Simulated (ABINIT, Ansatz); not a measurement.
# Converging GW for K2H4Pt (I4/mmm) in ABINIT

Aim: raise bands and screening cutoff together for K2H4Pt (I4/mmm) and follow gap and time.

Calculated with ABINIT 10.8.3; PBEsol and many-body steps on it, plane waves.

### 1. Starting point

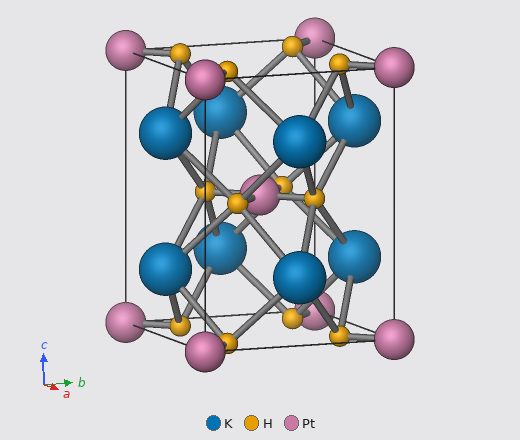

The cell as given, slightly off an axis (potassium blue, hydrogen orange, platinum pink). This picture shows the conventional cell, with its axes. Some periodic images of atoms are drawn too.

The cell and positions are those that the Materials Project relaxed with its own functionals (PBE, PBE+U or r2SCAN), kept fixed. Spin-orbit coupling is left out unless a step names it.

### 2. Empty states on the mesh, 2×2×2 mesh, 249 bands

This step: ABINIT 10.8.3; DFT, PBEsol, plane waves, norm-conserving pseudopotentials.

The sums over transitions need many empty states on a uniform mesh; this step solves for them.

run.abi

```
acell 3*1.0 Angstrom
rprim 
  -2.874560180000 2.874560180000 3.861188830000
  2.874560180000 -2.874560180000 3.861188830000
  2.874560180000 2.874560180000 -3.861188830000
ntypat 3
znucl 19 1 78
natom 7
typat 1 1 2 2 2 2 3
xred 
  0.250000000000 0.750000000000 0.500000000000
  0.750000000000 0.250000000000 0.500000000000
  0.202788050000 0.797211950000 0.000000000000
  0.202788050000 0.202788050000 0.405576100000
  0.797211950000 0.202788050000 0.000000000000
  0.797211950000 0.797211950000 0.594423900000
  0.000000000000 0.000000000000 0.000000000000
pp_dirpath "pseudos"
pseudos "K.upf, H.upf, Pt.upf"
ecut 38
ngkpt 2 2 2
nshiftk 1
shiftk 0 0 0
kptopt 1
chksymbreak 0
iscf -2
irdden 1
istwfk *1
nband 249
nbdbuf 22
tolwfr 1e-09
nstep 60
prtvol 0
indata_prefix "in"
outdata_prefix "out"
tmpdata_prefix "tmp"
```

Command:

```bash
> OMP_NUM_THREADS=1 mpirun -n 4 abinit run.abi > log
```

Numbers of over 12 decimals in the logs are rounded to 6 here.

The log of the run:

```text
.Version 10.8.3 of ABINIT. v10.8.2 released Aug 2026.

 Symmetries : space group I4/m m m (#139); Bravais tI (body-center tetrag.)
[... echo of the input left out ...]
== DATASET  1 ==================================================================
-   mpi_nproc: 4, omp_nthreads: 1 (-1 if OMP is not activated)

--- !DatasetInfo
iteration_state: {dtset: 1, }
dimensions: {natom: 7, nkpt: 4, mband: 249, nsppol: 1, nspinor: 1, nspden: 1, mpw: 9692, }
cutoff_energies: {ecut:  38.0, pawecutdg:  -1.0, }
[...]
2.88962    2.88962    2.91826    2.92319    2.92362    2.92362    2.93617    2.93617
   2.94049    2.94049    2.94241    2.97721    2.97764    2.98260    2.98525    2.99793
   3.01494
 prteigrs : prtvol=0 or 1, do not print more k-points.

== END DATASET(S) ==============================================================
================================================================================

 -outvars: echo values of variables after computation  --------
            nband         249
             nkpt           4
          spgroup         139
 [... the other variables as echoed above ...]

 Calculation completed.
```

Run time: 2.7 min. Hardware: 4 MPI ranks of Intel Xeon Platinum 8488C (Sapphire Rapids), shared host; peak memory 0.54 GiB.

This step gave:

```yaml
gap: 2.606 eV
k_of_the_valence_top: 0.5, 0.5, 0
k_of_the_conduction_bottom: 0.5, 0.5, 0.5
least_direct_gap: 2.625 eV
k_points_computed: 4
lowest_point_of_the_top_converged_band_above_the_valence_top: 73.9856 eV
```

On this mesh the gap is 2.606 eV.

The density comes from a self-consistent run that is not shown.

### 3. Screening, 2×2×2 mesh, 45 bands, screening to 62.6 eV

The RPA dielectric matrix is built and inverted for each q.

This step: RPA screening on PBEsol, plane waves, norm-conserving pseudopotentials.

Edit run.abi of step 2 so:

```diff
@@ -25,10 +25,11 @@
 chksymbreak 0
-iscf -2
-irdden 1
 istwfk *1
-nband 249
-nbdbuf 22
-tolwfr 1e-09
-nstep 60
-prtvol 0
+occopt 1
+irdwfk 1
+optdriver 3
+nband 45
+ecuteps 2.3
+inclvkb 2
+awtr 1
+symchi 1
 indata_prefix "in"
```

The log of the run:

```text
.Version 10.8.3 of ABINIT. v10.8.2 released Aug 2026.

 Symmetries : space group I4/m m m (#139); Bravais tI (body-center tetrag.)
[... echo of the input left out ...]
== DATASET  1 ==================================================================
-   mpi_nproc: 4, omp_nthreads: 1 (-1 if OMP is not activated)

--- !DatasetInfo
iteration_state: {dtset: 1, }
dimensions: {natom: 7, nkpt: 4, mband: 45, nsppol: 1, nspinor: 1, nspden: 1, mpw: 9692, }
cutoff_energies: {ecut:  38.0, pawecutdg:  -1.0, }
electrons: {nelect:   4.00000000E+01, charge:   0.00000000E+00, occopt:   1.00000000E+00, tsmear:   1.00000000E-02, }

 SCREENING: Calculation of the susceptibility and dielectric matrices

 Based on a program developped by R.W. Godby, V. Olevano, G. Onida, and L. Reining.
 Incorporated in ABINIT by V. Olevano, G.-M. Rignanese, and M. Torrent.
.Using double precision arithmetic ; gwpc =  8

[... cell and pseudopotentials left out ...]
--------------------------------------------------------------------------------

 ==== K-mesh for the wavefunctions ====
 Number of points in the irreducible wedge :     4
[... list of points left out ...]
 Together with 16 symmetry operations and time-reversal symmetry
 yields     8 points in the full Brillouin Zone.

 ==== Q-mesh for the screening function ====
 Number of points in the irreducible wedge :     4
[... list of points left out ...]
 Together with 16 symmetry operations and time-reversal symmetry
 yields     8 points in the full Brillouin Zone.

 setmesh: FFT mesh size selected  =    45x   45x   45
          total number of points  =        91125

 vcoul_init : cutoff-mode = AUXILIARY_FUNCTION
 q-points for optical limit:   1
     1)      0.000010    0.000020    0.000030

- screening: taking advantage of time-reversal symmetry
- Maximum band index for partially occupied states nbvw = 20
- Remaining bands to be divided among processors   nbcw = 25
- Number of bands treated by each node ~6

 Number of electrons calculated from density =   40.0000; Expected =   40.0000
 average of density, n =  0.046445
 r_s =    1.7258
 omega_plasma =   20.7886 [eV]

 calculating chi0 at frequencies [eV] :
  1    0.000000E+00    0.000000E+00
  2    0.000000E+00    2.078861E+01

--------------------------------------------------------------------------------
  q-point number  1        q = ( 0.000000, 0.000000, 0.000000) [r.l.u.]
--------------------------------------------------------------------------------
[... chi0 elements left out ...]
 For q-point:  0.000010 0.000020 0.000030
  dielectric constant =   2.7914
  dielectric constant without local fields =   3.5445

  Average fulfillment of the sum rule on Im[epsilon] for q-point    1 :     28.91  [%]
[... wings left out ...]
  q-point number  2        q = ( 0.500000, 0.000000, 0.000000) [r.l.u.]
--------------------------------------------------------------------------------
[... chi0 elements left out ...]
  Average fulfillment of the sum rule on Im[epsilon] for q-point    2 :     38.46  [%]

 [... 2 further q-points ...]
```

It took 11 s on 4 MPI ranks; peak memory 1.4 GiB; 44 s of CPU time.

This step gave:

| Property | Result |
| --- | --- |
| ε∞ with local fields, on this mesh, along the program's q direction | 2.791 |
| the same without local fields | 3.545 |
| plasma frequency | 20.79 eV |
| plane waves in the screening matrix | 153 |

Local fields lower ε∞ by 21 %. On a Γ-centred mesh this coarse the value itself is usually too large, while a short band sum pulls it down.

### 4. 45 bands, 62.6 eV

The self-energy is evaluated for the states that the input lists, and the levels follow from it, in one-shot runs by the linearised quasiparticle equation.

This step: G0W0 on PBEsol, plane waves, norm-conserving pseudopotentials.

Edit run.abi of step 3 so:

```diff
@@ -28,8 +28,19 @@
 irdwfk 1
-optdriver 3
+optdriver 4
 nband 45
+gwcalctyp 0
+ecutsigx 38
+symsigma 1
+nkptgw 3
+kptgw 
+  0.5000000000 0.5000000000 0.0000000000
+  0.5000000000 0.5000000000 0.5000000000
+  0.0000000000 0.0000000000 0.0000000000
+bdgw 
+  19 22
+  18 22
+  18 22
 ecuteps 2.3
-inclvkb 2
-awtr 1
-symchi 1
+irdscr 1
+ppmodel 1
 indata_prefix "in"
```

The log of the run:

```text
.Version 10.8.3 of ABINIT. v10.8.2 released Aug 2026.

 Symmetries : space group I4/m m m (#139); Bravais tI (body-center tetrag.)
[... echo of the input left out ...]
== DATASET  1 ==================================================================
-   mpi_nproc: 4, omp_nthreads: 1 (-1 if OMP is not activated)

--- !DatasetInfo
iteration_state: {dtset: 1, }
dimensions: {natom: 7, nkpt: 4, mband: 45, nsppol: 1, nspinor: 1, nspden: 1, mpw: 9692, }
cutoff_energies: {ecut:  38.0, pawecutdg:  -1.0, }
electrons: {nelect:   4.00000000E+01, charge:   0.00000000E+00, occopt:   1.00000000E+00, tsmear:   1.00000000E-02, }

 SIGMA: Calculation of the GW corrections

 Based on a program developped by R.W. Godby, V. Olevano, G. Onida, and L. Reining.
 Incorporated in ABINIT by V. Olevano, G.-M. Rignanese, and M. Torrent.
.Using double precision arithmetic ; gwpc =  8

[... cell and pseudopotentials left out ...]
--------------------------------------------------------------------------------

 ==== K-mesh for the wavefunctions ====
 Number of points in the irreducible wedge :     4
[... list of points left out ...]
 Together with 16 symmetry operations and time-reversal symmetry
 yields     8 points in the full Brillouin Zone.

 ==== Q-mesh for screening function ====
 Number of points in the irreducible wedge :     4
[... list of points left out ...]
 Together with 16 symmetry operations and time-reversal symmetry
 yields     8 points in the full Brillouin Zone.

 vcoul_init : cutoff-mode = AUXILIARY_FUNCTION
 q-points for optical limit:   1
     1)      0.000010    0.000020    0.000030
 setmesh: FFT mesh size selected  =    72x   72x   72
          total number of points  =       373248

 Number of electrons calculated from density =   40.0000; Expected =   40.0000
 average of density, n =  0.046445
 r_s =    1.7258
 omega_plasma =   20.7886 [eV]

 === KS Band Gaps ===
  >>>> For spin  1
   Minimum direct gap =   2.6251 [eV], located at k-point      :   0.5000  0.5000  0.5000
   Fundamental gap    =   2.6060 [eV], Top of valence bands at :   0.5000  0.5000  0.0000
                                       Bottom of conduction at :   0.5000  0.5000  0.5000
 SIGMA fundamental parameters:
 PLASMON POLE MODEL  1
 number of plane-waves for SigmaX                 9657
 number of plane-waves for SigmaC and W            153
 number of plane-waves for wavefunctions          9657
 number of bands                                    45
 number of independent spin polarizations            1
 number of spinorial components                      1
 number of k-points in IBZ                           4
 number of q-points in IBZ                           4
 number of symmetry operations                      16
 number of k-points in BZ                            8
 number of q-points in BZ                            8
 number of frequencies for dSigma/dE                 9
 frequency step for dSigma/dE [eV]                0.25
 number of omega for Sigma on real axis              0
 max omega for Sigma on real axis  [eV]           0.00
 zcut for avoiding poles [eV]                     0.10

 EPSILON^-1 parameters (SCR file):
 dimension of the eps^-1 matrix on file            153
 dimension of the eps^-1 matrix used               153
 number of plane-waves for wavefunctions          9657
 number of bands                                    45
 number of q-points in IBZ                           4
 number of frequencies                               2
 number of real frequencies                          1
 number of imag frequencies                          1

 matrix elements of self-energy operator (all in [eV])

 Perturbative Calculation

--- !SelfEnergy_ee
iteration_state: {dtset: 1, }
kpoint     : [   0.500,    0.500,    0.000, ]
spin       : 1
KS_gap     :    3.641
QP_gap     :    5.444
Delta_QP_KS:    1.803
data: !SigmaeeData |
     Band     E0 <VxcDFT>   SigX SigC(E0)      Z dSigC/dE  Sig(E)    E-E0       E
       19   0.814 -19.621 -23.952   4.232   0.785  -0.274 -19.698  -0.077   0.737
       20   1.111 -17.314 -20.766   3.212   0.801  -0.248 -17.506  -0.192   0.919
       21   4.752 -10.342  -6.670  -1.787   0.855  -0.170  -8.731   1.611   6.363
       22   5.795  -8.415  -4.471  -1.915   0.861  -0.161  -6.667   1.747   7.542

--- !SelfEnergy_ee
iteration_state: {dtset: 1, }
kpoint     : [   0.500,    0.500,    0.500, ]
spin       : 1
KS_gap     :    2.625
QP_gap     :    4.265
Delta_QP_KS:    1.640
data: !SigmaeeData |
     Band     E0 <VxcDFT>   SigX SigC(E0)      Z dSigC/dE  Sig(E)    E-E0       E
       18   0.819 -19.638 -23.972   4.236   0.785  -0.274 -19.715  -0.077   0.742
       19   0.819 -19.638 -23.972   4.236   0.785  -0.274 -19.715  -0.077   0.742
[...]
--- !SelfEnergy_ee
iteration_state: {dtset: 1, }
kpoint     : [   0.000,    0.000,    0.000, ]
spin       : 1
KS_gap     :    4.989
QP_gap     :    7.209
Delta_QP_KS:    2.220
data: !SigmaeeData |
     Band     E0 <VxcDFT>   SigX SigC(E0)      Z dSigC/dE  Sig(E)    E-E0       E
[...]
20   0.797 -17.067 -20.605   3.249   0.800  -0.250 -17.299  -0.232   0.565
       21   5.785  -8.441  -4.168  -1.965   0.861  -0.161  -6.453   1.988   7.773
       22   6.309  -7.737  -3.708  -2.203   0.866  -0.154  -6.155   1.581   7.890

== END DATASET(S) ==============================================================
================================================================================

 -outvars: echo values of variables after computation  --------
           etotal      0.0000000000E+00
            nband          45
             nkpt           4
          spgroup         139
 [... the other variables as echoed above ...]

 Calculation completed.
```

Run time: 7.8 s. Hardware: 4 MPI ranks; peak memory 1.5 GiB; 30 s of CPU time.

This step gave:

| Quantity | Value |
| --- | --- |
| G0W0 gap on the points computed | 4.256 eV |
| starting gap on the mesh | 2.606 eV |
| k of the valence top | 0.5, 0.5, 0 |
| k of the conduction bottom | 0.5, 0.5, 0.5 |
| Z at the valence top | 0.801 |
| Z at the conduction bottom | 0.862 |
| least direct G0W0 gap on the computed points | 4.265 eV |

The gap on the mesh goes from 2.61 eV to 4.26 eV, a correction of +1.65 eV.

### 5. Screening, 2×2×2 mesh, 104 bands, screening to 114.3 eV

This step: RPA screening on PBEsol, plane waves, norm-conserving pseudopotentials.

Edit run.abi of step 4 so:

```diff
@@ -28,19 +28,8 @@
 irdwfk 1
-optdriver 4
-nband 45
-gwcalctyp 0
-ecutsigx 38
-symsigma 1
-nkptgw 3
-kptgw 
-  0.5000000000 0.5000000000 0.0000000000
-  0.5000000000 0.5000000000 0.5000000000
-  0.0000000000 0.0000000000 0.0000000000
-bdgw 
-  19 22
-  18 22
-  18 22
-ecuteps 2.3
-irdscr 1
-ppmodel 1
+optdriver 3
+nband 104
+ecuteps 4.2
+inclvkb 2
+awtr 1
+symchi 1
 indata_prefix "in"
```

The log of the run:

```text
.Version 10.8.3 of ABINIT. v10.8.2 released Aug 2026.

 Symmetries : space group I4/m m m (#139); Bravais tI (body-center tetrag.)
[... echo of the input left out ...]
== DATASET  1 ==================================================================
-   mpi_nproc: 4, omp_nthreads: 1 (-1 if OMP is not activated)

--- !DatasetInfo
iteration_state: {dtset: 1, }
dimensions: {natom: 7, nkpt: 4, mband: 104, nsppol: 1, nspinor: 1, nspden: 1, mpw: 9692, }
cutoff_energies: {ecut:  38.0, pawecutdg:  -1.0, }
electrons: {nelect:   4.00000000E+01, charge:   0.00000000E+00, occopt:   1.00000000E+00, tsmear:   1.00000000E-02, }

 SCREENING: Calculation of the susceptibility and dielectric matrices

 Based on a program developped by R.W. Godby, V. Olevano, G. Onida, and L. Reining.
 Incorporated in ABINIT by V. Olevano, G.-M. Rignanese, and M. Torrent.
.Using double precision arithmetic ; gwpc =  8

[... cell and pseudopotentials left out ...]
--------------------------------------------------------------------------------

 ==== K-mesh for the wavefunctions ====
 Number of points in the irreducible wedge :     4
[... list of points left out ...]
 Together with 16 symmetry operations and time-reversal symmetry
 yields     8 points in the full Brillouin Zone.

 ==== Q-mesh for the screening function ====
 Number of points in the irreducible wedge :     4
[... list of points left out ...]
 Together with 16 symmetry operations and time-reversal symmetry
 yields     8 points in the full Brillouin Zone.

 setmesh: FFT mesh size selected  =    45x   45x   45
          total number of points  =        91125

 vcoul_init : cutoff-mode = AUXILIARY_FUNCTION
 q-points for optical limit:   1
     1)      0.000010    0.000020    0.000030

- screening: taking advantage of time-reversal symmetry
- Maximum band index for partially occupied states nbvw = 20
- Remaining bands to be divided among processors   nbcw = 84
- Number of bands treated by each node ~21

 Number of electrons calculated from density =   40.0000; Expected =   40.0000
 average of density, n =  0.046445
 r_s =    1.7258
 omega_plasma =   20.7886 [eV]

 calculating chi0 at frequencies [eV] :
  1    0.000000E+00    0.000000E+00
  2    0.000000E+00    2.078861E+01

--------------------------------------------------------------------------------
  q-point number  1        q = ( 0.000000, 0.000000, 0.000000) [r.l.u.]
--------------------------------------------------------------------------------
[... chi0 elements left out ...]
 For q-point:  0.000010 0.000020 0.000030
  dielectric constant =   2.8154
  dielectric constant without local fields =   3.6549

  Average fulfillment of the sum rule on Im[epsilon] for q-point    1 :     54.76  [%]
[... wings left out ...]
  q-point number  2        q = ( 0.500000, 0.000000, 0.000000) [r.l.u.]
--------------------------------------------------------------------------------
[... chi0 elements left out ...]
  Average fulfillment of the sum rule on Im[epsilon] for q-point    2 :     61.96  [%]

 [... 2 further q-points ...]
```

It took 29 s on 4 MPI ranks; peak memory 1.8 GiB.

This step gave:

* ε∞ with local fields, on this mesh, along the program's q direction: 2.815
* the same without local fields: 3.655
* plasma frequency: 20.79 eV
* plane waves in the screening matrix: 339

(Part 1 of 2 ends here.)

[Paths, hosts, dates, memory and timing lines, banners, echoed tables and standing remarks are left out of the program output.]

[Logs are printed without paths, hosts, clocks, repeated set-up lines and the standing remarks that a program may print on its own settings, such as how far it seeks lower states.]

[Runs of the session that timed out or met a known fault of the program may be left out.]

[Hosts, paths, dates, database ids (printed as entryN), source tags and the programs' standing remarks are cut or masked in the printed files.]

[G0W0 gaps are taken among the corrected bands and points alone; a level outside them can change the order at an edge.]

[Where Ansatz stands beside ABINIT at settings called matched, ABINIT's density can come from a denser mesh and the files from another edition; pairs whose starting gaps differed by over 0.03 eV were left out, so agreement reads better than it is.]
